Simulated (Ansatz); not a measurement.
# Nudged elastic band of Si2H7ClO2

The run: nudged elastic band of Si2H7ClO2. Method and program: RKS revPBE-D4/def2-SVP (Ansatz 0.2.0).

It belongs to a series of runs on one base structure; here: band between the two ends. Figures and captions count atoms from 1; the log counts them from 0 in places.

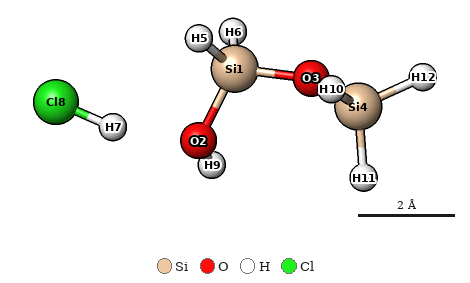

The structure as given in the input (ball-and-stick view, seen at a tilt; atoms are numbered from 1 in the order of the input).

### Input file
```yaml
crystal:
  periodic: [false, false, false]
  atoms:
    - { symbol: Si, position_ang: [-0.409566, -0.506011, 0.636228] }
    - { symbol: O, position_ang: [0.975383, -1.23974, -0.030004] }
    - { symbol: O, position_ang: [-1.116223, 0.518204, -0.475371] }
    - { symbol: Si, position_ang: [-0.819976, 1.955569, -1.306345] }
    - { symbol: H, position_ang: [0.119645, 0.245507, 1.814682] }
    - { symbol: H, position_ang: [-1.439435, -1.53564, 0.981455] }
    - { symbol: H, position_ang: [1.889275, -2.04792, 1.328787] }
    - { symbol: Cl, position_ang: [2.222525, -2.641268, 2.458171] }
    - { symbol: H, position_ang: [0.804171, -1.884551, -0.740912] }
    - { symbol: H, position_ang: [-0.13086, 2.946596, -0.406769] }
    - { symbol: H, position_ang: [0.046883, 1.68418, -2.505208] }
    - { symbol: H, position_ang: [-2.141822, 2.505173, -1.754615] }
basis:
  gaussian: { orbitals: def2-SVP }
hamiltonian:
  xc: revpbe
  dispersion: d4
neb:
  order_check: false
  images: 5
  f_tol: 0.05
  max_iterations: 60
  final_atoms:
    - { symbol: Si, position_ang: [-0.83731222, -0.87090025, 1.17015675] }
    - { symbol: O, position_ang: [1.83293706, -0.11902492, -0.23466609] }
    - { symbol: O, position_ang: [-1.19775662, 0.24503999, 0.01051938] }
    - { symbol: Si, position_ang: [-0.52790708, 1.29501916, -1.1422781] }
    - { symbol: H, position_ang: [0.15944762, -0.38555606, 2.18020895] }
    - { symbol: H, position_ang: [-2.11486805, -1.28184596, 1.82911067] }
    - { symbol: H, position_ang: [2.23864128, -0.03590744, 0.64781084] }
    - { symbol: Cl, position_ang: [-0.0476141, -2.63773225, 0.32737924] }
    - { symbol: H, position_ang: [1.69616891, -1.08448089, -0.32186178] }
    - { symbol: H, position_ang: [0.41571044, 2.27813689, -0.51526398] }
    - { symbol: H, position_ang: [0.09529551, 0.54089334, -2.27710338] }
    - { symbol: H, position_ang: [-1.71274276, 2.0564574, -1.67391353] }
  initial_path:
    images:
      - { positions_ang: [[-0.409566, -0.506011, 0.636228], [0.975383, -1.23974, -0.030004], [-1.116223, 0.518204, -0.475371], [-0.819976, 1.955569, -1.306345], [0.119645, 0.245507, 1.814682], [-1.439435, -1.53564, 0.981455], [1.889275, -2.04792, 1.328787], [2.222525, -2.641268, 2.458171], [0.804171, -1.884551, -0.740912], [-0.13086, 2.946596, -0.406769], [0.046883, 1.68418, -2.505208], [-2.141822, 2.505173, -1.754615]] }
      - { positions_ang: [[-0.33793495, -0.4962188, 0.74906635], [1.08126504, -1.22570462, -0.10784829], [-1.01345394, 0.5184771, -0.36760797], [-0.80291185, 1.89976083, -1.26172257], [0.24033879, 0.30556763, 1.83602326], [-1.38171815, -1.5070856, 0.98438903], [1.81590101, -2.01337817, 1.11658712], [1.81736874, -2.50115094, 2.40203728], [0.83995226, -1.84506714, -0.80453545], [-0.2005497, 2.95342585, -0.41173672], [0.08655966, 1.61250435, -2.42006958], [-2.14481691, 2.29896851, -1.71448346]] }
      - { positions_ang: [[-0.2663039, -0.4864266, 0.8619047], [1.18714709, -1.21166925, -0.18569257], [-0.91068489, 0.5187502, -0.25984494], [-0.7858477, 1.84395266, -1.21710014], [0.36103257, 0.36562825, 1.85736452], [-1.32400129, -1.4785312, 0.98732307], [1.74252702, -1.97883634, 0.90438725], [1.41221247, -2.36103388, 2.34590355], [0.87573352, -1.80558328, -0.86815891], [-0.27023939, 2.96025571, -0.41670445], [0.12623632, 1.54082869, -2.33493115], [-2.14781182, 2.09276403, -1.67435192]] }
      - { positions_ang: [[-0.19467286, -0.4766344, 0.97474305], [1.29302913, -1.19763387, -0.26353686], [-0.80791583, 0.5190233, -0.15208191], [-0.76878355, 1.7881445, -1.17247772], [0.48172636, 0.42568888, 1.87870578], [-1.26628444, -1.4499768, 0.9902571], [1.66915303, -1.9442945, 0.69218737], [1.00705621, -2.22091682, 2.28976983], [0.91151478, -1.76609942, -0.93178236], [-0.33992909, 2.96708556, -0.42167217], [0.16591298, 1.46915304, -2.24979273], [-2.15080673, 1.88655954, -1.63422038]] }
      - { positions_ang: [[-0.40888598, -0.60805635, 1.03988095], [1.47299844, -0.83809755, -0.25391327], [-0.93786276, 0.42769553, -0.09788148], [-0.68849139, 1.62376938, -1.16241118], [0.37430011, 0.1552739, 1.97920684], [-1.54914564, -1.39393318, 1.26987496], [1.85898245, -1.30816548, 0.6773952], [0.65549944, -2.3598553, 1.63563963], [1.17306616, -1.53889324, -0.7284755], [-0.08804924, 2.737436, -0.45286944], [0.14237382, 1.15973314, -2.25889628], [-2.00478541, 1.94319216, -1.64745143]] }
      - { positions_ang: [[-0.6230991, -0.7394783, 1.10501885], [1.65296775, -0.47856124, -0.24428968], [-1.06780969, 0.33636776, -0.04368105], [-0.60819923, 1.45939427, -1.15234464], [0.26687387, -0.11514108, 2.0797079], [-1.83200685, -1.33788957, 1.54949281], [2.04881186, -0.67203646, 0.66260302], [0.30394267, -2.49879378, 0.98150944], [1.43461753, -1.31168707, -0.52516864], [0.1638306, 2.50778644, -0.48406671], [0.11883467, 0.85031324, -2.26799983], [-1.85876408, 1.99982478, -1.66068248]] }
      - { positions_ang: [[-0.83731222, -0.87090025, 1.17015675], [1.83293706, -0.11902492, -0.23466609], [-1.19775662, 0.24503999, 0.01051938], [-0.52790708, 1.29501916, -1.1422781], [0.15944762, -0.38555606, 2.18020895], [-2.11486805, -1.28184596, 1.82911067], [2.23864128, -0.03590744, 0.64781084], [-0.0476141, -2.63773225, 0.32737924], [1.69616891, -1.08448089, -0.32186178], [0.41571044, 2.27813689, -0.51526398], [0.09529551, 0.54089334, -2.27710338], [-1.71274276, 2.0564574, -1.67391353]] }
```

Run on 2 threads of AMD EPYC (Zen 5), 16 GiB of memory available, shared host.

Launched with:
```bash
ansatz run input.yaml --threads 2 --pin off --max-ram 3072MiB --backend cpu --events-out ev --progress --plain --runs-dir out
```

### The program's output
```
Engine: ansatz 0.2.0, x86_64-unknown-linux-gnu
Functional definition: revPBE
  parameter kappa = 1.245
  parameter beta = 0.06672455060314922
  exchange = pbe_x(kappa = kappa, mu = beta*pi^2/3)
  correlation = pbe_c(beta = beta)
1279 factors; their error is unknown
mean field evaluation 1: about -32461.3768 eV, gradient 7.0e1 eV
mean field evaluation 2: about -32424.5086 eV, gradient 1.5e2 eV
mean field evaluation 4: about -32469.8253 eV, gradient 1.0e1 eV
mean field evaluation 8: about -32470.0134 eV, gradient 1.3e-1 eV
mean field evaluation 16: about -32469.9282 eV, gradient 6.6e-5 eV
mean field -32469.92822322 eV, -1193.2478532956 hartree, gradient 6.6e-5 eV, S^2 0.000000; 0 other end points of the search recorded, 0 dependent functions left out
the calculation of the forces begins
reference -32469.92827486 eV, -1193.2478551934 hartree; 34, 34 occupied and 83, 83 virtual orbitals, 1279 factors
1279 factors; their error is unknown
mean field evaluation 32: about -32469.9522 eV, gradient 3.6e-4 eV
mean field -32469.95217813 eV, -1193.2487336224 hartree, gradient 1.1e-5 eV, S^2 0.000000; 0 other end points of the search recorded, 0 dependent functions left out
[... from here on the field's lines of each further geometry are left out, up to the last ...]
NEB iter   1: max|band force component| = 4.411e0 eV/Å  barrier→ = 1.9473 eV  barrier← = 2.0849 eV  Δτ_max = 0.2000 Å  (189 SCF iters)
NEB iter   2: max|band force component| = 2.346e0 eV/Å  barrier→ = 1.0865 eV  barrier← = 1.2240 eV  Δτ_max = 0.2000 Å  (149 SCF iters)
NEB iter   3: max|band force component| = 2.466e0 eV/Å  barrier→ = 0.9134 eV  barrier← = 1.0509 eV  Δτ_max = 0.0997 Å  (153 SCF iters)
NEB iter   4: max|band force component| = 7.303e-1 eV/Å  barrier→ = 0.8676 eV  barrier← = 1.0052 eV  Δτ_max = 0.2000 Å  (144 SCF iters)
NEB iter   5: max|band force component| = 1.439e0 eV/Å  barrier→ = 0.7831 eV  barrier← = 0.9206 eV  Δτ_max = 0.1013 Å  (142 SCF iters)
NEB iter   6: max|band force component| = 2.970e-1 eV/Å  barrier→ = 0.6915 eV  barrier← = 0.8291 eV  CI = image 3  Δτ_max = 0.2000 Å  (143 SCF iters)
NEB iter   7: max|band force component| = 7.027e-1 eV/Å  barrier→ = 0.7251 eV  barrier← = 0.8627 eV  CI = image 3  Δτ_max = 0.0922 Å  (142 SCF iters)
NEB iter   8: max|band force component| = 6.692e-1 eV/Å  barrier→ = 0.7095 eV  barrier← = 0.8471 eV  CI = image 3  Δτ_max = 0.1021 Å  (142 SCF iters)
NEB iter   9: max|band force component| = 5.414e-1 eV/Å  barrier→ = 0.6985 eV  barrier← = 0.8361 eV  CI = image 3  Δτ_max = 0.1011 Å  (143 SCF iters)
NEB iter  10: max|band force component| = 6.095e-1 eV/Å  barrier→ = 0.6989 eV  barrier← = 0.8365 eV  CI = image 3  Δτ_max = 0.0507 Å  (142 SCF iters)
NEB iter  11: max|band force component| = 1.370e-1 eV/Å  barrier→ = 0.6915 eV  barrier← = 0.8291 eV  CI = image 3  Δτ_max = 0.1001 Å  (145 SCF iters)
NEB iter  12: max|band force component| = 7.366e-2 eV/Å  barrier→ = 0.6858 eV  barrier← = 0.8234 eV  CI = image 3  Δτ_max = 0.1001 Å  (146 SCF iters)
NEB iter  13: max|band force component| = 2.041e-1 eV/Å  barrier→ = 0.6807 eV  barrier← = 0.8183 eV  CI = image 3  Δτ_max = 0.0500 Å  (140 SCF iters)
NEB iter  14: max|band force component| = 3.319e-1 eV/Å  barrier→ = 0.6776 eV  barrier← = 0.8152 eV  CI = image 3  Δτ_max = 0.0251 Å  (143 SCF iters)
NEB iter  15: max|band force component| = 9.159e-2 eV/Å  barrier→ = 0.6763 eV  barrier← = 0.8138 eV  CI = image 3  Δτ_max = 0.0505 Å  (151 SCF iters)
NEB iter  16: max|band force component| = 4.033e-1 eV/Å  barrier→ = 0.6738 eV  barrier← = 0.8114 eV  CI = image 3  Δτ_max = 0.0250 Å  (143 SCF iters)
NEB iter  17: max|band force component| = 7.722e-2 eV/Å  barrier→ = 0.6727 eV  barrier← = 0.8103 eV  CI = image 3  Δτ_max = 0.0503 Å  (145 SCF iters)
NEB iter  18: max|band force component| = 2.202e-1 eV/Å  barrier→ = 0.6702 eV  barrier← = 0.8078 eV  CI = image 3  Δτ_max = 0.0250 Å  (145 SCF iters)
NEB iter  19: max|band force component| = 6.198e-2 eV/Å  barrier→ = 0.6688 eV  barrier← = 0.8063 eV  CI = image 3  Δτ_max = 0.0505 Å  (149 SCF iters)
NEB iter  20: max|band force component| = 1.395e-1 eV/Å  barrier→ = 0.6665 eV  barrier← = 0.8041 eV  CI = image 3  Δτ_max = 0.0251 Å  (144 SCF iters)
NEB iter  21: max|band force component| = 4.085e-2 eV/Å  barrier→ = 0.6651 eV  barrier← = 0.8027 eV  CI = image 3  Δτ_max = 0.0373 Å  (150 SCF iters)
NEB iter  22: max|band force component| = 5.857e-2 eV/Å  barrier→ = 0.6637 eV  barrier← = 0.8013 eV  CI = image 3  Δτ_max = 0.0501 Å  (29 SCF iters)
NEB iter  23: max|band force component| = 2.033e-1 eV/Å  barrier→ = 0.6628 eV  barrier← = 0.8004 eV  CI = image 3  Δτ_max = 0.0250 Å  (146 SCF iters)
NEB iter  24: max|band force component| = 6.198e-2 eV/Å  barrier→ = 0.6622 eV  barrier← = 0.7997 eV  CI = image 3  Δτ_max = 0.0506 Å  (147 SCF iters)
NEB iter  25: max|band force component| = 2.180e-1 eV/Å  barrier→ = 0.6618 eV  barrier← = 0.7994 eV  CI = image 3  Δτ_max = 0.0248 Å  (149 SCF iters)
the calculation of the forces begins
reference -32469.90083894 eV, -1193.2468469418 hartree; 34, 34 occupied and 83, 83 virtual orbitals, 1279 factors
1279 factors; their error is unknown
mean field evaluation 1056: about -32469.0071 eV, gradient 1.1e1 eV
mean field -32469.15514546 eV, -1193.2194432117 hartree, gradient 1.5e-5 eV, S^2 0.000000; 1 other end points of the search recorded, 0 dependent functions left out
the calculation of the forces begins
reference -32469.15519393 eV, -1193.2194449929 hartree; 34, 34 occupied and 83, 83 virtual orbitals, 1279 factors
NEB iter  26: max|band force component| = 3.947e-2 eV/Å  barrier→ = 0.6618 eV  barrier← = 0.7994 eV  CI = image 3  Δτ_max = 0.0000 Å  (283 SCF iters)
```

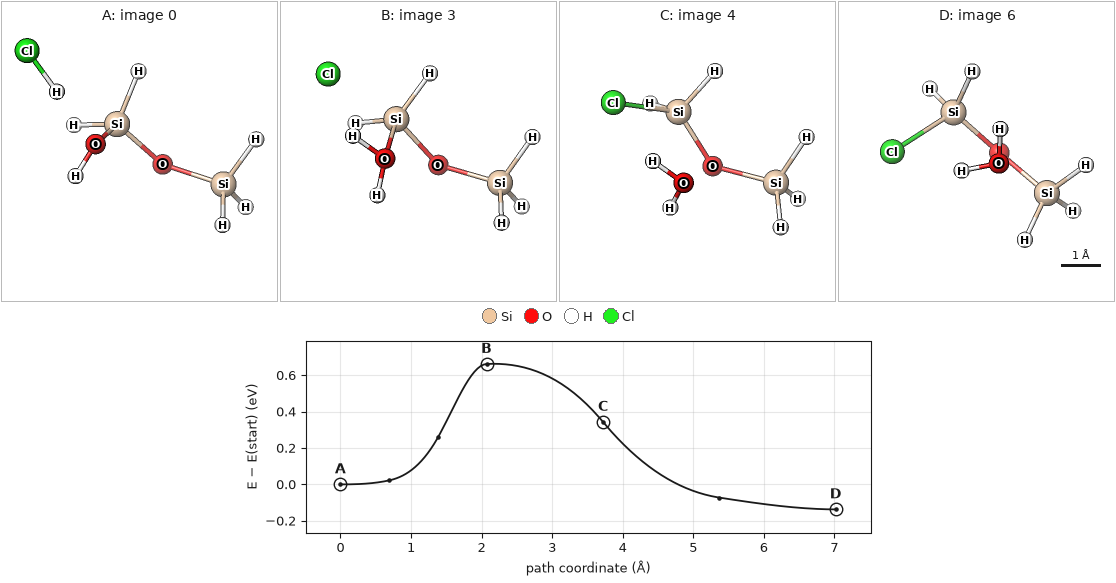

Images of the last band (counted from 0; ball-and-stick, seen at a tilt) above the energy along the path; the line is a cubic interpolation that uses the forces. The highest image is number 3, 0.662 eV above the start and 0.799 eV above the end (the climbing image); the end lies 0.138 eV below the start. The path is 7.02 Å long. The band converged in 26 iterations.

```
Total energy: -32469.97348777 eV, -1193.2495167370 hartree
Atom 0 at    -0.214085    -0.569269     0.980608 Å, force     0.028667    -0.011275    -0.017376 eV/Å
Atom 1 at     1.167600    -1.171185    -0.178706 Å, force    -0.031688     0.028290     0.008865 eV/Å
Atom 2 at    -0.961410     0.262104    -0.309956 Å, force    -0.001412    -0.001672    -0.005052 eV/Å
Atom 3 at    -0.715658     1.688057    -1.160044 Å, force     0.003097     0.001401     0.002532 eV/Å
Atom 4 at     0.254284     0.523193     1.877806 Å, force     0.000104     0.001881    -0.000050 eV/Å
Atom 5 at    -1.287274    -1.550376     1.288210 Å, force    -0.002914    -0.000405    -0.003122 eV/Å
Atom 6 at     1.562035    -1.866888     0.522834 Å, force     0.009562    -0.019155     0.003245 eV/Å
Atom 7 at     1.269964    -2.105072     2.285175 Å, force    -0.002161     0.004399     0.007323 eV/Å
Atom 8 at     0.851386    -1.565425    -1.018653 Å, force     0.001038    -0.004769     0.002006 eV/Å
Atom 9 at    -0.090069     2.740278    -0.280213 Å, force    -0.000976    -0.000040     0.001430 eV/Å
Atom 10 at     0.201270     1.436513    -2.331489 Å, force    -0.003541     0.000940    -0.001090 eV/Å
Atom 11 at    -2.038043     2.178168    -1.675472 Å, force     0.000224     0.000405     0.001291 eV/Å
Dipole moment:    -0.037381     0.046482    -0.703228 e Å
this run last wrote the band of iteration 26 to [file]; this run last wrote the band within `neb.f_tol` of iteration 21 to [file]
```

### The last band as extended XYZ (Å, eV, eV/Å)
```
12
Properties=species:S:1:pos:R:3:forces:R:3 image=0 energy=-32470.63523
Si   -0.4096   -0.5060    0.6362    0.0075   0.0040  -0.0017
O     0.9754   -1.2397   -0.0300   -0.0021   0.0025  -0.0001
O    -1.1162    0.5182   -0.4754   -0.0008   0.0029  -0.0019
Si   -0.8200    1.9556   -1.3063    0.0003  -0.0059   0.0028
H     0.1196    0.2455    1.8147   -0.0013  -0.0022  -0.0032
H    -1.4394   -1.5356    0.9815   -0.0021  -0.0020   0.0009
H     1.8893   -2.0479    1.3288   -0.0037   0.0035  -0.0063
Cl    2.2225   -2.6413    2.4582    0.0027  -0.0050   0.0083
H     0.8042   -1.8846   -0.7409    0.0005   0.0018   0.0016
H    -0.1309    2.9466   -0.4068    0.0009  -0.0010   0.0001
H     0.0469    1.6842   -2.5052   -0.0007   0.0003  -0.0011
H    -2.1418    2.5052   -1.7546   -0.0011   0.0011   0.0007
12
Properties=species:S:1:pos:R:3:forces:R:3 image=1 energy=-32470.61326
Si   -0.3256   -0.4689    0.7018   -0.0173   0.0026  -0.0086
O     1.0280   -1.1071   -0.1228   -0.0084  -0.0022   0.0063
O    -1.1918    0.4924   -0.3588    0.0086   0.0205  -0.0034
Si   -0.8159    1.8655   -1.2678   -0.0173   0.0166  -0.0095
H     0.2710    0.3365    1.8089   -0.0031  -0.0111   0.0003
H    -1.2555   -1.5469    1.1565   -0.0089   0.0021  -0.0159
H     1.7621   -2.0840    1.2020    0.0191  -0.0089   0.0310
Cl    1.8555   -2.6428    2.3966    0.0464  -0.0481   0.0201
H     0.8099   -1.6421   -0.9085    0.0029  -0.0161   0.0137
H    -0.1245    2.8822   -0.3992   -0.0035   0.0162  -0.0147
H     0.0901    1.4952   -2.4110   -0.0123   0.0084  -0.0097
H    -2.1033    2.4201   -1.7975   -0.0061   0.0200  -0.0096
12
Properties=species:S:1:pos:R:3:forces:R:3 image=2 energy=-32470.37741
Si   -0.2554   -0.5083    0.7867   -0.0568   0.0633  -0.2028
O     1.0662   -1.1180   -0.1771   -0.1106   0.0716   0.0103
O    -1.1304    0.3640   -0.3406   -0.1866   0.1214  -0.0567
Si   -0.7581    1.7615   -1.1995   -0.0500   0.0729  -0.0537
H     0.3106    0.4217    1.8107    0.0416  -0.1102  -0.0725
H    -1.1988   -1.5557    1.2752    0.0933  -0.0127  -0.0257
H     1.6143   -2.0065    0.9437    0.0630  -0.1414   0.4777
Cl    1.5415   -2.3364    2.2779    0.2955  -0.2583   0.0262
H     0.7871   -1.5201   -1.0221   -0.0431   0.0485   0.0084
H    -0.0887    2.7617   -0.2940   -0.0105   0.0231  -0.0220
H     0.1688    1.4450   -2.3434   -0.0199   0.0070  -0.0146
H    -2.0570    2.2913   -1.7175   -0.0159   0.1149  -0.0745
12
Properties=species:S:1:pos:R:3:forces:R:3 image=3 energy=-32469.97344
Si   -0.2141   -0.5693    0.9806    0.0287  -0.0113  -0.0174
O     1.1676   -1.1712   -0.1787   -0.0317   0.0283   0.0089
O    -0.9614    0.2621   -0.3100   -0.0014  -0.0017  -0.0051
Si   -0.7157    1.6881   -1.1600    0.0031   0.0014   0.0025
H     0.2543    0.5232    1.8778    0.0001   0.0019  -0.0001
H    -1.2873   -1.5504    1.2882   -0.0029  -0.0004  -0.0031
H     1.5620   -1.8669    0.5228    0.0096  -0.0192   0.0032
Cl    1.2700   -2.1051    2.2852   -0.0022   0.0044   0.0073
H     0.8514   -1.5654   -1.0187    0.0010  -0.0048   0.0020
H    -0.0901    2.7403   -0.2802   -0.0010   0.0000   0.0014
H     0.2013    1.4365   -2.3315   -0.0035   0.0009  -0.0011
H    -2.0380    2.1782   -1.6755    0.0002   0.0004   0.0013
12
Properties=species:S:1:pos:R:3:forces:R:3 image=4 energy=-32470.29189
Si   -0.5757   -0.5973    1.2472   -0.1343  -0.0216   0.0968
O     1.8115   -0.8541   -0.5420    0.2011   0.0829  -0.1491
O    -0.8446   -0.0389   -0.3122    0.0708  -0.0599   0.0618
Si   -0.6020    1.4653   -1.0782    0.0281  -0.0974   0.0004
H    -0.1069    0.5519    2.0776   -0.0626   0.0362   0.0633
H    -1.8558   -1.2664    1.5999   -0.1977   0.1411   0.1737
H     1.9606   -1.5038    0.1767    0.1210   0.1049  -0.1325
Cl    0.7287   -2.1840    1.8580   -0.1604   0.0044  -0.1651
H     1.1636   -1.3267   -1.0994    0.0551   0.0532  -0.0265
H    -0.1130    2.4916   -0.0909    0.0335  -0.0841   0.0239
H     0.3641    1.3396   -2.2164    0.0190  -0.0773   0.0102
H    -1.9306    1.9229   -1.6202    0.0265  -0.0826   0.0430
12
Properties=species:S:1:pos:R:3:forces:R:3 image=5 energy=-32470.70788
Si   -0.8145   -0.7444    1.2511    0.0195  -0.0338   0.0281
O     1.9397   -0.3094   -0.4247   -0.0163   0.0397  -0.0008
O    -1.0696   -0.0671   -0.2396   -0.0218  -0.0157  -0.0313
Si   -0.5424    1.3054   -1.0900    0.0009   0.0021  -0.0071
H    -0.0477    0.1777    2.1510    0.0040  -0.0254  -0.0007
H    -2.1326   -1.1486    1.8273   -0.0136   0.0220   0.0169
H     2.1761   -0.7829    0.3956    0.0116   0.0232   0.0085
Cl    0.2764   -2.5417    1.1160   -0.0241   0.0134  -0.0227
H     1.5394   -1.0330   -0.9444    0.0120   0.0044   0.0055
H     0.1852    2.2489   -0.1764    0.0218  -0.0120  -0.0136
H     0.2852    0.9199   -2.2781   -0.0076  -0.0230   0.0066
H    -1.7950    1.9754   -1.5877    0.0135   0.0049   0.0106
12
Properties=species:S:1:pos:R:3:forces:R:3 image=6 energy=-32470.77281
Si   -0.8373   -0.8709    1.1702    0.0053  -0.0067   0.0138
O     1.8329   -0.1190   -0.2347   -0.0015   0.0088  -0.0078
O    -1.1978    0.2450    0.0105   -0.0036   0.0062  -0.0094
Si   -0.5279    1.2950   -1.1423   -0.0027   0.0007   0.0021
H     0.1594   -0.3856    2.1802   -0.0016   0.0025   0.0031
H    -2.1149   -1.2818    1.8291    0.0015   0.0015  -0.0035
H     2.2386   -0.0359    0.6478    0.0009  -0.0036   0.0043
Cl   -0.0476   -2.6377    0.3274   -0.0023  -0.0026  -0.0041
H     1.6962   -1.0845   -0.3219    0.0026  -0.0045   0.0021
H     0.4157    2.2781   -0.5153    0.0002  -0.0009  -0.0006
H     0.0953    0.5409   -2.2771   -0.0002  -0.0008   0.0004
H    -1.7127    2.0565   -1.6739    0.0014  -0.0006  -0.0003
```

### Results in brief

```tsv
quantity	value
outcome	converged
barrier, forward	0.662 eV
barrier, backward	0.799 eV
wall time	1.7 min (CPU time 3.3 min)
peak memory	0.17 GiB
```

### Notes

The order of the saddle point was not checked.
